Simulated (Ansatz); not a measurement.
## Geometry relaxation of Mo2N6H12 (part 2 of 2)

Continued. System: Mo2N6H12 (Mo2(NH2)6). Method: RKS PBE-D4/def2-SVP (Ansatz 0.2.0). The geometry: GFN2-xTB start.

Geometry of the input (Å):
```
Mo -0.2294  -0.7751  0.8878
N  -2.1430  -0.9178  0.7542
N  0.4606  0.1967  2.3977
N  0.7901  -2.2986  0.3047
Mo 0.2289  0.7762  -0.8879
N  -0.9345  2.2293  -0.4021
N  -0.2890  -0.2678  -2.4184
N  2.1152  1.0589  -0.6364
H  -2.7060  -1.5084  1.3764
H  -2.7728  -0.4664  0.0948
H  0.4375  -0.1672  3.3568
H  0.8883  1.1196  2.4225
H  0.8336  -3.1792  0.8293
H  1.3702  -2.3987  -0.5252
H  -1.5544  2.3097  0.4005
H  -1.0145  3.0923  -0.9512
H  -0.6641  -1.2125  -2.4498
H  -0.2258  0.0801  -3.3816
H  2.7357  0.6431  0.0543
H  2.6734  1.6859  -1.2264
```

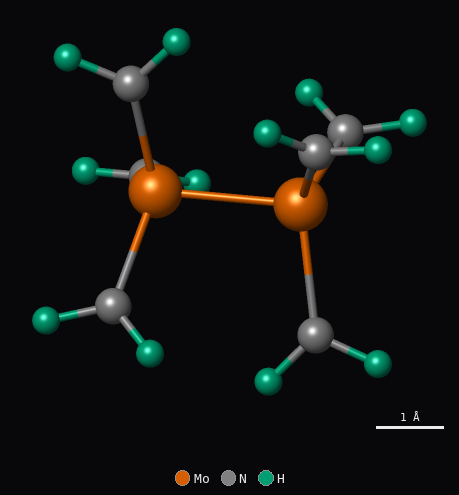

Fig. 1: The geometry at step 8 of the log (ball-and-stick view, seen at a tilt).

**Trajectory as extended XYZ, continued**
```
20
Properties=species:S:1:pos:R:3:forces:R:3 step=3 energy=-12837.35234
Mo   -0.2110   -0.7136    0.8163    0.0485   0.1579  -0.1723
N    -2.1772   -0.8492    0.7053    0.0965   0.0113   0.0458
N     0.5148    0.2630    2.3707   -0.0198  -0.0840  -0.0622
N     0.8120   -2.2916    0.2164   -0.0824   0.0534   0.0396
Mo    0.2111    0.7137   -0.8165   -0.0498  -0.1569   0.1728
N    -0.9962    2.2018   -0.3424    0.0486  -0.0725  -0.0624
N    -0.2943   -0.3564   -2.3964    0.0602   0.0714   0.0578
N     2.1414    1.0322   -0.5540   -0.1009   0.0248  -0.0177
H    -2.7162   -1.4588    1.3343    0.0686  -0.0003   0.0062
H    -2.8253   -0.3792    0.0667    0.0569   0.0284  -0.0168
H     0.4676   -0.1206    3.3239   -0.0263  -0.0378  -0.0531
H     0.9713    1.1790    2.4066   -0.0090  -0.0059  -0.0647
H     0.8487   -3.1582    0.7692   -0.0391   0.0536   0.0240
H     1.3754   -2.4166   -0.6295   -0.0211   0.0605  -0.0103
H    -1.6455    2.2849    0.4451    0.0202  -0.0617   0.0086
H    -1.0461    3.0617   -0.9044    0.0463  -0.0483  -0.0198
H    -0.6467   -1.3166   -2.4445    0.0080   0.0019   0.0634
H    -0.2347    0.0226   -3.3508    0.0198   0.0390   0.0545
H     2.7719    0.6462    0.1546   -0.0559  -0.0267   0.0192
H     2.6789    1.6556   -1.1707   -0.0695  -0.0083  -0.0126
20
Properties=species:S:1:pos:R:3:forces:R:3 step=4 energy=-12837.36516
Mo   -0.2096   -0.7100    0.8141    0.0145   0.0616  -0.0889
N    -2.1680   -0.8344    0.7124   -0.0715   0.0151   0.0225
N     0.5249    0.2561    2.3596    0.0528   0.0118   0.0523
N     0.7978   -2.2853    0.2099    0.0038  -0.0659  -0.0292
Mo    0.2092    0.7103   -0.8141   -0.0108  -0.0637   0.0874
N    -1.0024    2.1860   -0.3498   -0.0641   0.0432  -0.0069
N    -0.2811   -0.3597   -2.3877    0.0186  -0.0390  -0.0590
N     2.1278    1.0378   -0.5443    0.0560   0.0401   0.0232
H    -2.7027   -1.4550    1.3335    0.0321   0.0071   0.0067
H    -2.8144   -0.3513    0.0820    0.0281   0.0045  -0.0056
H     0.4725   -0.1284    3.3115   -0.0112  -0.0193  -0.0239
H     0.9891    1.1682    2.3906   -0.0067  -0.0053  -0.0289
H     0.8324   -3.1500    0.7648   -0.0166   0.0243   0.0145
H     1.3575   -2.4080   -0.6386   -0.0142   0.0249  -0.0042
H    -1.6625    2.2592    0.4297    0.0178  -0.0236   0.0007
H    -1.0388    3.0502   -0.9053    0.0152  -0.0284  -0.0122
H    -0.6275   -1.3221   -2.4326    0.0063   0.0031   0.0286
H    -0.2212    0.0222   -3.3403    0.0081   0.0201   0.0238
H     2.7542    0.6557    0.1698   -0.0261  -0.0080   0.0067
H     2.6628    1.6583   -1.1652   -0.0321  -0.0026  -0.0077
20
Properties=species:S:1:pos:R:3:forces:R:3 step=5 energy=-12837.37310
Mo   -0.2106   -0.7106    0.8093    0.0154   0.0075   0.0424
N    -2.1698   -0.8080    0.7301   -0.0797   0.0186   0.0203
N     0.5542    0.2394    2.3476    0.0517   0.0241   0.0523
N     0.7672   -2.2959    0.1892    0.0178  -0.0730  -0.0421
Mo    0.2117    0.7100   -0.8096   -0.0217  -0.0026  -0.0400
N    -1.0241    2.1692   -0.3648   -0.0711   0.0470  -0.0029
N    -0.2453   -0.3710   -2.3833    0.0062  -0.0505  -0.0620
N     2.1206    1.0646   -0.5195    0.0682   0.0344   0.0330
H    -2.7029   -1.4161    1.3644    0.0082  -0.0002  -0.0108
H    -2.8131   -0.3299    0.0930    0.0090   0.0107   0.0132
H     0.4980   -0.1466    3.2982    0.0022  -0.0041  -0.0013
H     1.0195    1.1509    2.3753    0.0047  -0.0085  -0.0037
H     0.8128   -3.1527    0.7547   -0.0138   0.0003  -0.0097
H     1.3116   -2.4224   -0.6687   -0.0019   0.0073   0.0097
H    -1.6752    2.2443    0.4218   -0.0048  -0.0125  -0.0178
H    -1.0721    3.0239   -0.9337    0.0093  -0.0073   0.0115
H    -0.5813   -1.3371   -2.4258    0.0038   0.0065   0.0021
H    -0.1971    0.0182   -3.3331    0.0112  -0.0033   0.0024
H     2.7426    0.6914    0.2029   -0.0089  -0.0017  -0.0031
H     2.6535    1.6786   -1.1480   -0.0056   0.0070   0.0066
20
Properties=species:S:1:pos:R:3:forces:R:3 step=6 energy=-12837.40725
Mo   -0.2078   -0.7055    0.8063   -0.0691  -0.2177   0.2577
N    -2.1757   -0.6836    0.8279    0.1167  -0.0016   0.0243
N     0.6922    0.1742    2.3194   -0.0463  -0.0667  -0.1157
N     0.6440   -2.3368    0.1088   -0.0647   0.0873   0.0367
Mo    0.2091    0.7047   -0.8065    0.0595   0.2221  -0.2546
N    -1.1364    2.0962   -0.4500    0.0686  -0.0734  -0.0433
N    -0.1023   -0.4274   -2.3859    0.0365   0.0683   0.0994
N     2.0805    1.1760   -0.4203   -0.1312  -0.0176  -0.0163
H    -2.7001   -1.3070    1.4540   -0.0553   0.0408  -0.0291
H    -2.8133   -0.1766    0.2074   -0.0258  -0.0192   0.0348
H     0.6212   -0.2132    3.2672    0.0500   0.0342   0.0503
H     1.1807    1.0737    2.3340    0.0113  -0.0080   0.0384
H     0.6830   -3.1898    0.6796    0.0273  -0.0406  -0.0624
H     1.1746   -2.4587   -0.7589   -0.0122  -0.0395   0.0331
H    -1.8103    2.1476    0.3196   -0.0016   0.0363  -0.0411
H    -1.1621    2.9562   -1.0121   -0.0634  -0.0016   0.0505
H    -0.4168   -1.4013   -2.4202    0.0091   0.0141  -0.0401
H    -0.0577   -0.0290   -3.3312   -0.0003  -0.0643  -0.0414
H     2.6915    0.8117    0.3160    0.0223   0.0310  -0.0177
H     2.6056    1.7886   -1.0551    0.0689   0.0163   0.0365
20
Properties=species:S:1:pos:R:3:forces:R:3 step=7 energy=-12837.42887
Mo   -0.2105   -0.7079    0.8066   -0.0408  -0.2029   0.2793
N    -2.1786   -0.5717    0.9300    0.3615  -0.0466   0.0244
N     0.8207    0.0966    2.2886   -0.1946  -0.1831  -0.2690
N     0.5096   -2.3829    0.0432   -0.1432   0.2980   0.1381
Mo    0.2106    0.7078   -0.8064    0.0407   0.1994  -0.2793
N    -1.2368    2.0273   -0.5393    0.2698  -0.2098  -0.1031
N     0.0479   -0.4670   -2.3876    0.0459   0.2326   0.2779
N     2.0372    1.2976   -0.3343   -0.3532  -0.0960  -0.0865
H    -2.7059   -1.1721    1.5757   -0.0660   0.0531  -0.0364
H    -2.8109   -0.0443    0.3208   -0.0385  -0.0216   0.0218
H     0.7786   -0.3046    3.2325    0.0657   0.0522   0.0406
H     1.3313    0.9843    2.2903    0.0019   0.0004   0.0541
H     0.5366   -3.2411    0.6062    0.0193  -0.0582  -0.0836
H     1.0059   -2.5102   -0.8446    0.0124  -0.0396   0.0562
H    -1.9212    2.0630    0.2221   -0.0113   0.0459  -0.0261
H    -1.2880    2.8731   -1.1209   -0.0755  -0.0047   0.0664
H    -0.2360   -1.4511   -2.4151   -0.0116   0.0240  -0.0535
H     0.1171   -0.0782   -3.3354    0.0055  -0.0875  -0.0406
H     2.6337    0.9581    0.4263    0.0333   0.0161  -0.0394
H     2.5587    1.9235   -0.9586    0.0786   0.0284   0.0585
20
Properties=species:S:1:pos:R:3:forces:R:3 step=8 energy=-12837.44325
Mo   -0.2082   -0.7096    0.8106   -0.0509  -0.1592   0.1853
N    -2.1711   -0.5474    0.9574    0.2842  -0.0687   0.0192
N     0.8473    0.0734    2.2849   -0.1694  -0.1276  -0.1973
N     0.4798   -2.3915    0.0370   -0.0744   0.2146   0.1047
Mo    0.2106    0.7078   -0.8113    0.0464   0.1622  -0.1837
N    -1.2556    2.0083   -0.5661    0.2408  -0.1523  -0.0844
N     0.0807   -0.4688   -2.3923    0.0068   0.1699   0.2101
N     2.0220    1.3238   -0.3216   -0.2349  -0.0804  -0.0852
H    -2.7059   -1.1170    1.6255   -0.0199   0.0492  -0.0436
H    -2.8027   -0.0366    0.3331   -0.0297   0.0074   0.0192
H     0.8384   -0.3423    3.2246    0.0412   0.0454  -0.0082
H     1.3339    0.9753    2.2944    0.0165  -0.0198   0.0234
H     0.4629   -3.2668    0.5760    0.0240   0.0051  -0.0774
H     1.0129   -2.5114   -0.8318   -0.0492  -0.0260   0.0600
H    -1.9267    2.0520    0.2065   -0.0324   0.0189  -0.0083
H    -1.3360    2.8418   -1.1627   -0.0407  -0.0284   0.0531
H    -0.2378   -1.4432   -2.4235    0.0318   0.0344  -0.0269
H     0.1911   -0.0937   -3.3428   -0.0044  -0.0685   0.0083
H     2.6319    0.9561    0.4168   -0.0135   0.0485  -0.0351
H     2.5327    1.9900   -0.9150    0.0277  -0.0246   0.0665
20
Properties=species:S:1:pos:R:3:forces:R:3 step=9 energy=-12837.45940
Mo   -0.2100   -0.7121    0.8128    0.0033  -0.0362   0.0603
N    -2.1547   -0.4828    1.0126    0.0278  -0.1249   0.1439
N     0.9155    0.0274    2.2482   -0.0662  -0.1183   0.0722
N     0.3973   -2.3972   -0.0029   -0.0192  -0.0772   0.0987
Mo    0.2117    0.7112   -0.8134    0.0049   0.0281  -0.0612
N    -1.3006    1.9557   -0.6175    0.0945   0.0688  -0.1605
N     0.1677   -0.4897   -2.3722    0.0147   0.1041  -0.0615
N     1.9797    1.3837   -0.2694    0.0271   0.1002  -0.1205
H    -2.7056   -0.9902    1.7224    0.1034   0.0957  -0.1432
H    -2.7791    0.0433    0.3920   -0.0156   0.0025   0.0091
H     0.9781   -0.4088    3.1805    0.0017   0.0831  -0.1500
H     1.4145    0.9245    2.2429   -0.0130  -0.0393   0.0174
H     0.3320   -3.3001    0.4926    0.0226   0.1624  -0.1229
H     0.9067   -2.5133   -0.8886   -0.0506  -0.0063   0.1096
H    -1.9770    1.9842    0.1521   -0.0288   0.0089   0.0113
H    -1.4460    2.7603   -1.2463    0.0286  -0.1393   0.1144
H    -0.1304   -1.4729   -2.3911    0.0231   0.0819  -0.0188
H     0.3397   -0.1512   -3.3308   -0.0258  -0.0782   0.1442
H     2.5754    1.0252    0.4877   -0.0410   0.0462  -0.0807
H     2.4850    2.1026   -0.8117   -0.0917  -0.1622   0.1381
20
Properties=species:S:1:pos:R:3:forces:R:3 step=10 energy=-12837.46458
Mo   -0.2102   -0.7123    0.8152   -0.0339  -0.1167   0.1380
N    -2.1483   -0.4875    1.0382   -0.0459  -0.0209   0.0301
N     0.9145    0.0009    2.2583    0.0182   0.0041   0.0375
N     0.3788   -2.4073    0.0179    0.0178  -0.0432  -0.0138
Mo    0.2104    0.7118   -0.8149    0.0365   0.1185  -0.1410
N    -1.2984    1.9570   -0.6439   -0.0199   0.0431  -0.0226
N     0.1831   -0.4680   -2.3845   -0.0018  -0.0227  -0.0307
N     1.9693    1.4058   -0.2852    0.0505   0.0260  -0.0054
H    -2.6936   -0.9955    1.7489    0.0791   0.0532  -0.0764
H    -2.7806    0.0417    0.4275   -0.0093   0.0002   0.0115
H     0.9846   -0.4455    3.1833   -0.0140   0.0393  -0.0998
H     1.4226    0.8926    2.2618    0.0006  -0.0206   0.0118
H     0.3022   -3.3079    0.5108    0.0033   0.0919  -0.0461
H     0.8907   -2.5343   -0.8631   -0.0235  -0.0063   0.0287
H    -1.9850    1.9898    0.1176   -0.0135   0.0074  -0.0036
H    -1.4412    2.7564   -1.2769    0.0322  -0.0946   0.0599
H    -0.1119   -1.4508   -2.4157    0.0172   0.0250  -0.0101
H     0.3726   -0.1290   -3.3378   -0.0174  -0.0253   0.0929
H     2.5718    1.0563    0.4691   -0.0113   0.0222  -0.0220
H     2.4684    2.1259   -0.8265   -0.0648  -0.0806   0.0613
20
Properties=species:S:1:pos:R:3:forces:R:3 step=11 energy=-12837.46707
Mo   -0.2110   -0.7137    0.8171    0.0237   0.0751  -0.0868
N    -2.1455   -0.4783    1.0407   -0.0010  -0.0115   0.0177
N     0.9225   -0.0006    2.2504   -0.0022  -0.0154   0.0133
N     0.3708   -2.4039    0.0094   -0.0064  -0.0114   0.0141
Mo    0.2109    0.7139   -0.8172   -0.0233  -0.0768   0.0876
N    -1.3036    1.9486   -0.6463    0.0044   0.0109  -0.0189
N     0.1916   -0.4742   -2.3778    0.0065   0.0133  -0.0138
N     1.9638    1.4086   -0.2764    0.0010   0.0144  -0.0134
H    -2.6771   -0.9857    1.7584   -0.0113   0.0067  -0.0037
H    -2.7858    0.0513    0.4396   -0.0046   0.0037  -0.0031
H     0.9910   -0.4558    3.1686    0.0085   0.0100   0.0039
H     1.4356    0.8874    2.2606    0.0044   0.0044   0.0000
H     0.2855   -3.3011    0.5023    0.0043  -0.0063  -0.0116
H     0.8778   -2.5356   -0.8723    0.0024  -0.0010  -0.0051
H    -1.9977    1.9882    0.1077   -0.0055   0.0005   0.0039
H    -1.4377    2.7391   -1.2884   -0.0115   0.0035   0.0069
H    -0.0979   -1.4574   -2.4137   -0.0006  -0.0058  -0.0006
H     0.3862   -0.1310   -3.3262   -0.0015  -0.0131  -0.0048
H     2.5681    1.0662    0.4783    0.0032  -0.0014   0.0046
H     2.4523    2.1340   -0.8151    0.0097   0.0003   0.0099
20
Properties=species:S:1:pos:R:3:forces:R:3 step=12 energy=-12837.46759
Mo   -0.2105   -0.7126    0.8158   -0.0027  -0.0095   0.0119
N    -2.1448   -0.4739    1.0439    0.0004   0.0026  -0.0021
N     0.9273   -0.0027    2.2482    0.0010   0.0011  -0.0020
N     0.3664   -2.4043    0.0060   -0.0006   0.0010  -0.0016
Mo    0.2105    0.7126   -0.8158    0.0026   0.0097  -0.0119
N    -1.3070    1.9455   -0.6493   -0.0012  -0.0023   0.0023
N     0.1966   -0.4764   -2.3768    0.0005  -0.0011   0.0015
N     1.9615    1.4118   -0.2722   -0.0009  -0.0008   0.0022
H    -2.6801   -0.9758    1.7625   -0.0020  -0.0009   0.0020
H    -2.7828    0.0570    0.4410    0.0001   0.0000   0.0009
H     1.0013   -0.4553    3.1672    0.0011  -0.0004   0.0022
H     1.4403    0.8858    2.2546    0.0000  -0.0009   0.0002
H     0.2791   -3.3046    0.4924    0.0001  -0.0032   0.0005
H     0.8734   -2.5325   -0.8766   -0.0004   0.0003  -0.0003
H    -2.0004    1.9821    0.1060    0.0000   0.0001  -0.0010
H    -1.4471    2.7354   -1.2905   -0.0011   0.0021  -0.0017
H    -0.0929   -1.4601   -2.4089    0.0004   0.0003   0.0001
H     0.3936   -0.1392   -3.3266    0.0006  -0.0004  -0.0026
H     2.5635    1.0671    0.4836   -0.0003   0.0001   0.0004
H     2.4521    2.1403   -0.8046    0.0023   0.0024  -0.0010
```

**Key numbers**

| quantity | value |
| --- | --- |
| outcome | converged |
| total energy | −12837.4677 eV |
| mean-field energy | −12836.7565 eV |
| dispersion energy | −0.7112 eV |
| HOMO | −4.84 eV |
| LUMO | −1.05 eV |
| largest force (length of the vector) at the end | 0.016 eV/Å |
| dipole moment | 0.00 D |
| hardware | 4 threads of Arm Neoverse V2, 23 GiB of memory available, shared host |
| wall time | 38 s (CPU time 2.3 min) |
| peak memory | 0.34 GiB |
